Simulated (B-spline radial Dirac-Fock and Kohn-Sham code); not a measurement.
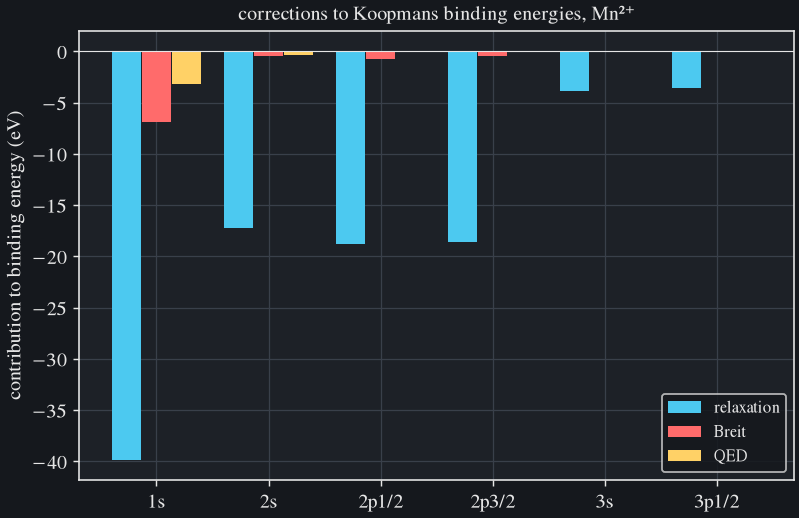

Bars give the relaxation, Breit and QED contributions (eV) to the binding energies of the deepest subshells, counted from the Koopmans value. The figure is for Mn²⁺ ([Ar] 3d5), inside a Watson sphere of charge −2 and radius 2.7 Å that stands in for a crystal. Level of theory: Dirac–Fock ΔSCF (average of configuration, Fermi nucleus, Breit and QED terms, no correlation); calculated with a B-spline radial code. Open shells are averaged over j.

**How does the QED term of 2p1/2 compare with that of 1s?**

0.043 eV against −3.14 eV; the QED terms are weighted to the region near the nucleus, where s electrons have the most density. Its sign is opposite here.

**Which correction is largest for 1s?**

Relaxation, −39.8 eV.
